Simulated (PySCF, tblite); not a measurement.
# Si20H30O2: electronic excitations, NMR shifts, part 1 of 2

Wanted: electronic excitations, NMR shifts for Si20H30O2.

Computed with tblite 0.8.0 and PySCF 2.14.0 and routines of our own; the level stands in each step. Atoms count from 0.

### 1 The starting structure

52 atoms, charge 0, multiplicity 1; geometry from: force field, distance geometry or constructed start.

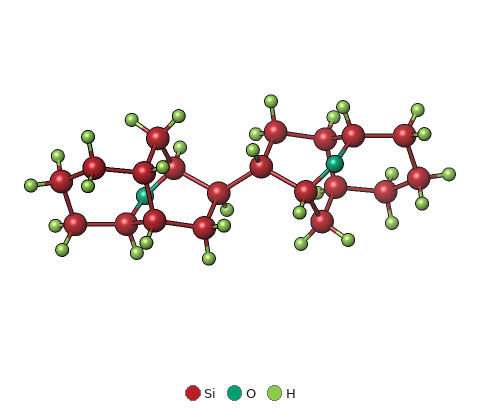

The starting geometry (silicon red, oxygen teal, hydrogen green).

### 2 Geometry optimisation with GFN2-xTB

Job settings and geometry (Å):

```
{"job": {"kind": "relax", "xc": "GFN2-xTB", "basis": "xTB"}, "charge": 0, "multiplicity": 1}
Si     0.838600    -0.643400    -0.390100
Si     0.863100    -0.696000    -2.633500
Si     0.821300    -2.810700    -3.365400
Si     2.559400    -3.853100    -2.448100
Si     2.836700    -5.913500    -3.307300
Si    -0.950300    -3.953100    -0.401400
Si    -0.949300    -3.977100    -2.641400
Si    -0.914900    -6.064200    -3.442300
Si     0.995200    -7.154700    -3.029700
Si    -0.869100     0.697800     2.628200
Si    -0.835800     0.640400     0.386400
Si     0.905800    -2.821700     0.120900
Si    -0.911700     2.820400    -0.115900
Si    -0.990300     7.152000     3.026600
Si     0.916100     6.072000     3.444000
Si     0.947500     3.979400     2.644400
Si     0.947400     3.954500     0.399700
Si    -2.838800     5.908900     3.309700
Si    -2.560700     3.859300     2.444300
Si    -0.813300     2.809300     3.369100
O     -2.301300     3.541800     0.714800
O      2.298000    -3.536500    -0.713500
H      2.051800    -0.029700     0.064100
H      2.015700    -0.027000    -3.125500
H     -0.228100     0.047200    -3.158500
H      0.814400    -2.805600    -4.791500
H      3.648800    -2.989100    -2.764800
H      3.189700    -6.046400    -4.692200
H      3.920000    -6.667000    -2.754500
H     -2.198600    -3.465800     0.087200
H     -0.897000    -5.281900     0.115700
H     -2.141900    -3.336000    -3.096600
H     -1.171500    -6.046500    -4.850200
H     -2.017700    -6.806400    -2.912300
H      0.970800    -7.676400    -1.705900
H      1.072500    -8.316600    -3.851000
H      0.227800    -0.044500     3.155300
H     -2.019000     0.025200     3.121400
H     -2.047300     0.030400    -0.057600
H      1.018900    -2.881100     1.540000
H     -1.023800     2.882200    -1.535000
H     -1.066100     8.313200     3.851900
H     -0.964700     7.679200     1.699000
H      2.022400     6.804600     2.914200
H      1.166800     6.048300     4.850700
H      2.138100     3.338900     3.093400
H      0.903000     5.282600    -0.117400
H      2.199400     3.468800    -0.081500
H     -3.917800     6.667800     2.752700
H     -3.188400     6.047700     4.695400
H     -3.649000     2.984100     2.767200
H     -0.813900     2.806000     4.793700
```

Launch:

```bash
> OMP_NUM_THREADS=2 python large_run.py task.json out
```

The driver reads the jobs from task.json and runs them one after another.

What it wrote:

```text
step      E/eV     max force
  0   -1573.14513    2.470
  1   -1573.93779    1.515
  2   -1575.05561    1.974
  3   -1575.35295    1.512
  4   -1576.11561    0.728
  5   -1576.22598    0.603
  6   -1576.38890    0.555
  7   -1576.52890    0.703
  8   -1576.72164    0.895
  9   -1576.87569    0.919
 10   -1576.98740    0.737
 11   -1577.07455    0.368
 12   -1577.11870    0.345
 13   -1577.15230    0.333
 14   -1577.17994    0.269
 15   -1577.20020    0.257
 16   -1577.21702    0.243
 17   -1577.23171    0.229
 18   -1577.24461    0.219
 19   -1577.25348    0.156
 20   -1577.25889    0.109
 21   -1577.26282    0.085
 22   -1577.26650    0.092
 23   -1577.27008    0.108
 24   -1577.27370    0.138
 25   -1577.27753    0.125
 26   -1577.28126    0.104
 27   -1577.28429    0.096
 28   -1577.28663    0.070
 29   -1577.28873    0.084
 30   -1577.29101    0.099
 31   -1577.29365    0.102
 32   -1577.29670    0.093
 33   -1577.30017    0.100
 34   -1577.30392    0.113
 35   -1577.30766    0.115
 36   -1577.31126    0.117
 37   -1577.31475    0.111
 38   -1577.31825    0.090
 39   -1577.32188    0.101
 40   -1577.32583    0.099
 41   -1577.33042    0.114
 42   -1577.33611    0.139
 43   -1577.34261    0.122
 44   -1577.34844    0.137
 45   -1577.35247    0.121
 46   -1577.35523    0.082
 47   -1577.35805    0.113
 48   -1577.36195    0.117
 49   -1577.36660    0.120
 50   -1577.37113    0.138
 51   -1577.37478    0.105
 52   -1577.37756    0.088
 53   -1577.37993    0.078
 54   -1577.38204    0.073
 55   -1577.38374    0.077
 56   -1577.38526    0.057
 57   -1577.38697    0.065
 58   -1577.38902    0.093
 59   -1577.39120    0.092
 60   -1577.39296    0.076
 61   -1577.39400    0.053
 62   -1577.39463    0.038
 63   -1577.39523    0.040
 64   -1577.39593    0.048
 65   -1577.39674    0.047
 66   -1577.39764    0.063
 67   -1577.39860    0.067
 68   -1577.39957    0.057
 69   -1577.40040    0.045
 70   -1577.40113    0.038
 71   -1577.40168    0.039
 72   -1577.40219    0.040
 73   -1577.40282    0.046
 74   -1577.40369    0.058
 75   -1577.40471    0.054
 76   -1577.40560    0.049
 77   -1577.40619    0.040
 78   -1577.40658    0.031
 79   -1577.40692    0.028
 80   -1577.40728    0.032
 81   -1577.40769    0.035
 82   -1577.40818    0.040
 83   -1577.40880    0.046
 84   -1577.40951    0.058
 85   -1577.41023    0.053
 86   -1577.41082    0.036
 87   -1577.41124    0.031
 88   -1577.41157    0.027
 89   -1577.41191    0.033
 90   -1577.41237    0.039
 91   -1577.41302    0.047
 92   -1577.41390    0.052
 93   -1577.41478    0.047
 94   -1577.41539    0.034
 95   -1577.41574    0.023
 96   -1577.41601    0.031
 97   -1577.41641    0.041
 98   -1577.41707    0.056
 99   -1577.41802    0.060
100   -1577.41903    0.060
101   -1577.41980    0.045
102   -1577.42027    0.029
103   -1577.42061    0.028
104   -1577.42102    0.034
105   -1577.42157    0.048
106   -1577.42222    0.055
107   -1577.42286    0.045
108   -1577.42340    0.034
109   -1577.42380    0.040
110   -1577.42410    0.031
111   -1577.42439    0.035
112   -1577.42471    0.036
113   -1577.42507    0.033
114   -1577.42544    0.037
115   -1577.42573    0.026
116   -1577.42596    0.026
117   -1577.42619    0.022
118   -1577.42647    0.030
119   -1577.42678    0.033
120   -1577.42709    0.027
121   -1577.42738    0.025
122   -1577.42767    0.027
123   -1577.42799    0.027
124   -1577.42830    0.033
125   -1577.42861    0.031
126   -1577.42894    0.030
127   -1577.42931    0.028
128   -1577.42967    0.027
129   -1577.42994    0.027
130   -1577.43014    0.025
131   -1577.43034    0.022
132   -1577.43058    0.027
133   -1577.43094    0.036
134   -1577.43141    0.044
135   -1577.43199    0.051
136   -1577.43258    0.044
137   -1577.43310    0.041
138   -1577.43346    0.031
139   -1577.43376    0.026
140   -1577.43405    0.027
141   -1577.43437    0.027
142   -1577.43477    0.032
143   -1577.43530    0.044
144   -1577.43597    0.054
145   -1577.43667    0.050
146   -1577.43719    0.035
147   -1577.43750    0.027
148   -1577.43773    0.033
149   -1577.43799    0.039
150   -1577.43835    0.040
151   -1577.43880    0.045
152   -1577.43925    0.038
153   -1577.43960    0.028
154   -1577.43983    0.022
155   -1577.44002    0.019
```

Wall time 29 s (2 threads of AMD EPYC 9R45, shared host); peak memory 0.16 GiB.

Relaxation path:

| step | energy from step 0 (eV) | largest force (eV/Å) |
| --- | --- | --- |
| 0 | 0.0000 | 2.4701 |
| 1 | -0.7927 | 1.5151 |
| 2 | -1.9105 | 1.9740 |
| 3 | -2.2078 | 1.5122 |
| 4 | -2.9705 | 0.7278 |
| 5 | -3.0808 | 0.6037 |
| 6 | -3.2438 | 0.5550 |
| 7 | -3.3838 | 0.7035 |
| 8 | -3.5765 | 0.8951 |
| 21 | -4.1177 | 0.0847 |
| 34 | -4.1588 | 0.1128 |
| 47 | -4.2129 | 0.1127 |
| 60 | -4.2478 | 0.0761 |
| 73 | -4.2577 | 0.0461 |
| 86 | -4.2657 | 0.0361 |
| 99 | -4.2729 | 0.0598 |
| 112 | -4.2796 | 0.0364 |
| 125 | -4.2835 | 0.0310 |
| 138 | -4.2883 | 0.0307 |
| 151 | -4.2937 | 0.0450 |
| 152 | -4.2941 | 0.0378 |
| 153 | -4.2945 | 0.0281 |
| 154 | -4.2947 | 0.0222 |
| 155 | -4.2949 | 0.0184 |

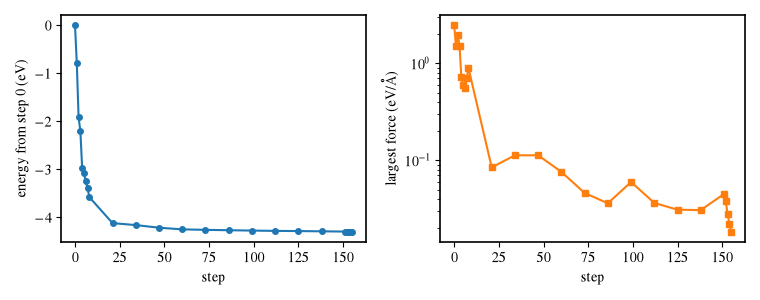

Energy and largest force along the relaxation.

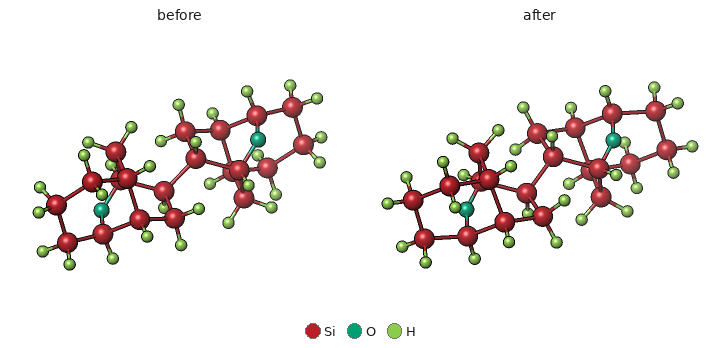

The geometry before (left) and after (right).

Distances of close pairs at the start and the end, largest changes first:

| bond | before (Å) | after (Å) | change (Å) |
| --- | --- | --- | --- |
| Si15–Si19 | 2.235 | 2.385 | +0.150 |
| Si2–Si6 | 2.240 | 2.384 | +0.143 |
| Si3–O21 | 1.783 | 1.648 | -0.134 |
| Si18–O20 | 1.777 | 1.648 | -0.129 |
| Si11–O21 | 1.774 | 1.645 | -0.129 |
| Si12–O20 | 1.772 | 1.645 | -0.128 |
| Si2–Si3 | 2.225 | 2.348 | +0.124 |
| Si9–Si19 | 2.238 | 2.352 | +0.114 |

The end geometry stands in the next job.

### 3 Electronic excitations: TDA PBE0/6-31G*

Job settings and geometry (Å):

```
{"job": {"kind": "uv", "basis": "6-31G*", "grid": 1, "kgrid": 0, "vcut": 1.5, "nstates": 6, "ntriplets": 2, "tda": true, "delta": [], "pop": true, "xc": "PBE0"}, "charge": 0, "multiplicity": 1}
Si     0.749094    -0.607131    -0.653737
Si     0.461092    -0.518878    -2.989836
Si     0.649292    -2.723306    -3.786190
Si     2.480048    -3.696260    -2.683600
Si     2.872912    -5.965375    -2.949631
Si    -1.110802    -3.945982    -0.710313
Si    -1.165980    -4.086404    -3.059533
Si    -0.876122    -6.299531    -3.781542
Si     0.949329    -7.254046    -2.693491
Si    -0.461932     0.519126     2.988462
Si    -0.750579     0.607373     0.654609
Si     0.857064    -2.881598    -0.096970
Si    -0.856582     2.881655     0.097729
Si    -0.949140     7.254187     2.694485
Si     0.876731     6.299744     3.781417
Si     1.167113     4.086656     3.058972
Si     1.111807     3.946363     0.709734
Si    -2.872394     5.966173     2.950255
Si    -2.479566     3.697720     2.682616
Si    -0.648971     2.723806     3.787232
O     -1.958178     3.539103     1.127052
O      1.958258    -3.536190    -1.128352
H      2.061389     0.044294    -0.398419
H      1.390083     0.414801    -3.653400
H     -0.859405     0.055584    -3.312509
H      0.822666    -2.839341    -5.251701
H      3.690622    -2.848690    -2.691662
H      3.327673    -6.111132    -4.348802
H      4.007520    -6.505573    -2.180314
H     -2.230422    -3.170968    -0.147319
H     -1.314133    -5.284154    -0.128437
H     -2.445364    -3.536055    -3.562376
H     -0.625121    -6.309070    -5.234264
H     -2.104135    -7.102825    -3.661753
H      0.612766    -7.346925    -1.260061
H      1.149028    -8.662174    -3.073910
H      0.858159    -0.055161     3.312175
H     -1.389688    -0.413674     3.654446
H     -2.062858    -0.042504     0.398989
H      1.472105    -3.215587     1.195385
H     -1.471645     3.216636    -1.194209
H     -1.147171     8.662458     3.074436
H     -0.612286     7.346939     1.261362
H      2.104900     7.102857     3.661934
H      0.626840     6.309031     5.234278
H      2.446061     3.535644     3.562695
H      1.314356     5.285418     0.128927
H      2.231456     3.171093     0.146922
H     -4.006404     6.506899     2.181283
H     -3.328263     6.112340     4.348875
H     -3.690179     2.849803     2.691653
H     -0.822232     2.840313     5.253353
```

With the program's defaults for keys left out, this is: TDA PBE0/6-31G*, vertical, gas phase, core orbitals frozen in the response, virtual orbitals cut by energy.

What it wrote:

```text
start: PBE on a coarse grid of 50850 points
cycle   1  E = -5955.1984124025  dE =  1.584e+00  |g| = 1.232e+00  |ddm| = 6.968e+00
cycle   2  E = -5950.4316487602  dE =  4.767e+00  |g| = 4.199e+00  |ddm| = 1.204e+01
cycle   3  E = -5955.4387432633  dE = -5.007e+00  |g| = 3.800e-01  |ddm| = 1.175e+01
cycle   4  E = -5955.4534214538  dE = -1.468e-02  |g| = 3.406e-01  |ddm| = 1.699e+00
cycle   5  E = -5955.5042203966  dE = -5.080e-02  |g| = 6.615e-02  |ddm| = 8.229e-01
cycle   6  E = -5955.5057673779  dE = -1.547e-03  |g| = 2.427e-02  |ddm| = 1.783e-01
cycle   7  E = -5955.5059964191  dE = -2.290e-04  |g| = 6.346e-03  |ddm| = 6.133e-02
final grid: 197457 points
cycle   8  E = -5955.6760844235  dE = -1.489e-02  |g| = 5.874e-02  |ddm| = 5.506e-01
cycle   9  E = -5955.6750732793  dE =  1.011e-03  |g| = 9.379e-02  |ddm| = 1.930e-01
cycle  10  E = -5955.6769000651  dE = -1.827e-03  |g| = 6.877e-03  |ddm| = 1.182e-01
cycle  11  E = -5955.6769069081  dE = -6.843e-06  |g| = 4.367e-03  |ddm| = 1.728e-02
cycle  12  E = -5955.6769179336  dE = -1.103e-05  |g| = 5.112e-04  |ddm| = 9.069e-03
cycle  13  E = -5955.6769187050  dE = -7.715e-07  |g| = 1.792e-04  |ddm| = 1.226e-03
cycle  14  E = -5955.6769181406  dE =  5.644e-07  |g| = 3.627e-05  |ddm| = 3.873e-04
converged SCF energy = -5955.6769181406

Static polarisability (au): isotropic 555.622, principal 444.272 458.813 763.781

Singlet excitations
state   eV       nm        f      main configurations
  1   4.4199    280.5   0.00953   H->L 0.93
  2   4.5778    270.8   0.00000   H->L+1 0.78, H-3->L 0.14
  3   4.6638    265.8   0.00099   H->L+2 0.89
  4   4.7717    259.8   0.00000   H->L+3 0.80, H-3->L 0.09
  5   4.8206    257.2   0.02954   H-1->L 0.66, H-2->L+1 0.24
  6   4.8309    256.6   0.00025   H-2->L 0.65, H-1->L+1 0.23

Triplet excitations (Tamm-Dancoff, eV): 4.0939 4.2609
```

Run time: 94 s. Hardware: 2 threads of AMD EPYC 9R45, shared host; peak memory 1.4 GiB.

The orbitals next to the gap, with their largest atomic shares:

| orbital | eV | atoms |
| --- | --- | --- |
| HOMO−4 | -7.52 | Si1 16 %, Si9 16 %, Si10 11 % |
| HOMO−3 | -7.30 | O21 7 %, O20 7 %, Si4 7 % |
| HOMO−2 | -7.26 | Si2 14 %, O21 11 %, Si3 9 % |
| HOMO−1 | -7.24 | Si19 14 %, O20 11 %, Si18 10 % |
| HOMO | -6.78 | Si0 13 %, Si10 12 %, O21 10 % |
| LUMO | -1.51 | Si0 11 %, Si10 11 %, Si3 8 % |
| LUMO+1 | -1.29 | Si11 10 %, Si12 10 %, Si3 6 % |
| LUMO+2 | -1.26 | Si12 9 %, Si11 9 %, Si1 8 % |
| LUMO+3 | -1.13 | Si9 8 %, Si1 8 %, Si11 6 % |

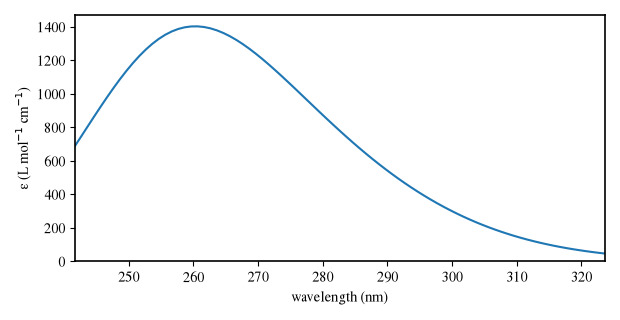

Absorption spectrum: each of the 6 states is a Gaussian band of 0.4 eV half-width at 1/e. Beyond the last state computed it falls off for lack of states.

Further results of this job:

| property | computed |
| --- | --- |
| dipole moment (D) | 0.02 |
| polarisability (Å³) | 82.33 |
| HOMO–LUMO gap (eV) | 5.27 |
| −ε(HOMO) (eV) | 6.78 |

(Continued in part 2 of 2.)
